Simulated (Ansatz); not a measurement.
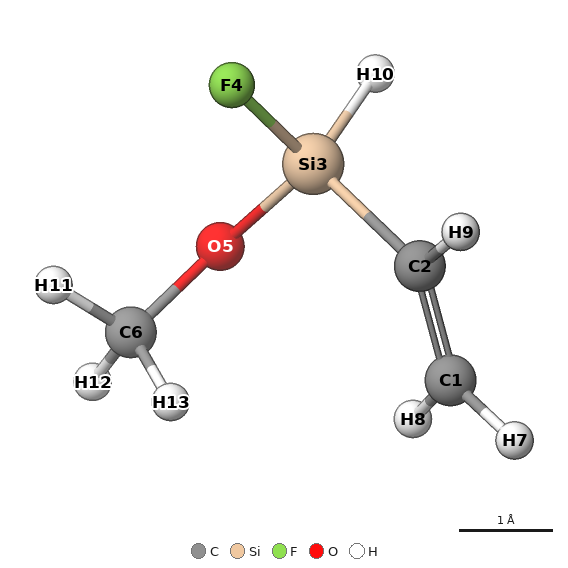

Numbered structure. Computed geometry: PBE-D4/def2-SVP optimisation. No frequency run is at hand to confirm it as a minimum.

List the bonds and their lengths.

```
   bond  length (Å)   order
  C1–C2       1.350  double
  C1–H7       1.104  single
  C1–H8       1.105  single
 C2–Si3       1.868  single
  C2–H9       1.106  single
 Si3–F4       1.643  single
 Si3–O5       1.666  single
Si3–H10       1.493  single
  O5–C6       1.419  single
 C6–H11       1.113  single
 C6–H12       1.109  single
 C6–H13       1.114  single
```
